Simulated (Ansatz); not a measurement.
# One shape, several levels: singlet [BNH3]+

We compute a comparison of 3 runs (B3LYP/6-31G*, PBE/def2-TZVPP, RPA@PBE0/def2-TZVPP) of singlet [BNH3]+. 

The calculation is run with Ansatz 0.2.0.

45 further runs of the same task are left out: 45 set aside as unsound or not needed.

## (1) The system as given

[BNH3]+ has 5 atoms, charge +1, and is taken as a singlet. As SMILES of the parent species, `B[NH]`. Geometry: relaxed at PBE0-D4/def2-TZVP. That shape belongs to the parent species and isn't relaxed for this state.

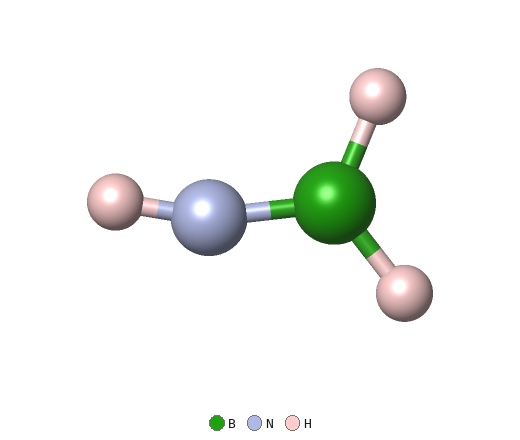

The structure, seen from a chosen angle (boron green, nitrogen light blue, hydrogen pink).

## (2) A single-point energy at B3LYP/6-31G(d) (spherical functions) (run 1)

input.yaml reads:

```yaml
crystal:
  periodic: [false, false, false]
  atoms:
    - symbol: B
      position_ang: [-0.310800, -0.370100, -0.091600]
    - symbol: N
      position_ang: [0.531200, 0.655200, -0.019800]
    - symbol: H
      position_ang: [-0.414800, -1.107400, 0.862500]
    - symbol: H
      position_ang: [-0.964100, -0.573100, -1.081900]
    - symbol: H
      position_ang: [1.208400, 1.321700, 0.289300]
basis:
  gaussian: {orbitals: 6-31G_st_-spherical.json}
total_charge: 1
hamiltonian: {xc: {name: B3LYP}}
accuracy: high
output: {orbitals: {seedname: orbitals}}
```

The basis set 6-31G* is read from a file made from the Basis Set Exchange's data (not shown).

Command:

```console
ansatz run input.yaml --threads 1 --pin off --max-ram 3480MiB --events-out events.jsonl --progress --plain --runs-dir runs
```

Output:

```text
Warning: RAYON_NUM_THREADS=1 ignored (pool sized by the plan → 1); use --threads N
Functional definition: B3LYP
  name "B3LYP"
  parameter a0 = 0.2
  parameter ax = 0.72
  parameter ac = 0.81
  exchange = (1 - a0 - ax)*slater_x + ax*b88_x + a0*exact_x
  correlation = (1 - ac)*vwn_rpa_c + ac*lyp_c
748 factors; integrals over basis functions are off by at most 2.4e-9 eV
mean field evaluation 1: about -2185.5103 eV, gradient 8.6e1 eV
mean field evaluation 2: about -2137.8047 eV, gradient 1.3e2 eV
mean field evaluation 4: about -2202.7791 eV, gradient 1.3e1 eV
mean field evaluation 8: about -2203.2826 eV, gradient 3.6e-1 eV
mean field evaluation 16: about -2203.2830 eV, gradient 1.9e-6 eV
mean field -2203.28302011 eV, -80.9691575501 hartree, gradient 2.8e-8 eV, S^2 0.000000; 0 other end points of the search recorded, 0 dependent functions left out
reference -2203.28304532 eV, -80.9691584765 hartree; 7, 7 occupied and 27, 27 virtual orbitals, 748 factors
Total energy: -2203.28304532 eV, -80.9691584765 hartree
```

Run time: 1.2 s. Hardware: 1 thread of Arm Neoverse V1, shared host.

## (3) A single-point energy at PBE/def2-TZVPP (run 2)

input.yaml reads:

```yaml
crystal:
  periodic: [false, false, false]
  atoms:
    - {symbol: B, position_ang: [-0.310800, -0.370100, -0.091600]}
    - {symbol: N, position_ang: [0.531200, 0.655200, -0.019800]}
    - {symbol: H, position_ang: [-0.414800, -1.107400, 0.862500]}
    - {symbol: H, position_ang: [-0.964100, -0.573100, -1.081900]}
    - {symbol: H, position_ang: [1.208400, 1.321700, 0.289300]}
basis:
  gaussian:
    orbitals: def2-TZVPP
total_charge: 1
hamiltonian:
  xc: pbe
accuracy: high
output:
  orbitals: {seedname: orbitals}
```

Command:

```console
ansatz run input.yaml --threads 1 --pin off --max-ram 3480MiB --events-out events.jsonl --progress --plain --runs-dir runs
```

Output:

```text
Warning: RAYON_NUM_THREADS=1 ignored (pool sized by the plan → 1); use --threads N
Functional definition: PBE
  name "PBE"
  parameter kappa = 0.804
  parameter beta = 0.06672455060314922
  exchange = pbe_x(kappa = kappa, mu = beta*pi^2/3)
  correlation = pbe_c(beta = beta)
1698 factors; integrals over basis functions are off by at most 3.1e-9 eV
mean field evaluation 1: about -2178.7109 eV, gradient 1.0e2 eV
mean field evaluation 2: about -2109.3761 eV, gradient 1.5e2 eV
mean field evaluation 4: about -2197.1784 eV, gradient 3.7e1 eV
mean field evaluation 8: about -2201.1797 eV, gradient 7.0e-1 eV
mean field evaluation 16: about -2201.1807 eV, gradient 8.7e-6 eV
mean field -2201.18071565 eV, -80.8918992862 hartree, gradient 3.2e-8 eV, S^2 0.000000; 0 other end points of the search recorded, 0 dependent functions left out
reference -2201.18071894 eV, -80.8918994073 hartree; 7, 7 occupied and 97, 97 virtual orbitals, 1698 factors
Total energy: -2201.18071894 eV, -80.8918994073 hartree
```

It took 3.6 s on 1 thread of Arm Neoverse V1, shared host; peak memory 0.21 GiB.

## (4) The energy at RPA@PBE0/def2-TZVPP (run 3)

Changes to input.yaml since step 3:

```diff
@@ -13,5 +13,6 @@
 hamiltonian:
-  xc: pbe
+  xc: {name: PBE0}
+correlation:
+  method: rpa
+  frozen_orbitals: {B: 1, H: 0, "N": 1}
 accuracy: high
-output:
-  orbitals: {seedname: orbitals}
```

Command:

```console
ansatz run input.yaml --threads 1 --pin off --max-ram 3480MiB --events-out events.jsonl --progress --plain --runs-dir runs
```

Output, shortened:

```text
Warning: RAYON_NUM_THREADS=1 ignored (pool sized by the plan → 1); use --threads N
Functional definition: PBE0
  name "PBE0"
[...]
1698 factors; integrals over basis functions are off by at most 3.1e-9 eV
[...]
mean field -2201.05394919 eV, -80.8872407049 hartree, gradient 9.3e-8 eV, S^2 0.000000; 2 other end points of the search recorded, 0 dependent functions left out; unrestricted orbitals would lower it
unrestricted determinant -2190.61470704 eV, -80.5036056319 hartree, S^2 0.8061
2 core orbitals not correlated: weight in the atoms' cores, before any rotation towards them, 1.000 or more for the frozen orbitals, at most 0.000 for the correlated occupied ones
reference -2189.44221849 eV, -80.4605174723 hartree; 5, 5 occupied and 97, 97 virtual orbitals, 1698 factors
Total energy: -2202.37458528 eV, -80.9357731860 hartree
```

It took 8.7 s on 1 thread of Arm Neoverse V1, shared host; peak memory 0.32 GiB.

## (5) All runs side by side

```
run                               level  frozen core orbitals  energy (Eh)  HOMO energy (eV)  LUMO energy (eV)  HOMO–LUMO gap (eV)  wall time
  1  B3LYP/6-31G* (spherical functions)                     –   -80.969158            -17.09            -13.39                3.70      1.2 s
  2                      PBE/def2-TZVPP                     –   -80.891899            -15.75            -14.21                1.54      3.6 s
  3                 RPA@PBE0/def2-TZVPP                     2   -80.935773                 –                 –                   –      8.7 s
```

## (6) Summary of results

```
                               quantity         value
                    run 3: total energy  -80.93577 Eh
run 3: RPA correlation energy (valence)    -475.3 mEh
```

**Reading.** Totals of different functionals can't be ranked against each other. In run 3 the log says that unrestricted orbitals would lower the reference, so the values rest on an unstable closed-shell determinant (other closed-shell runs at this shape may share the fault). All runs together took 14 s, the longest 8.7 s.
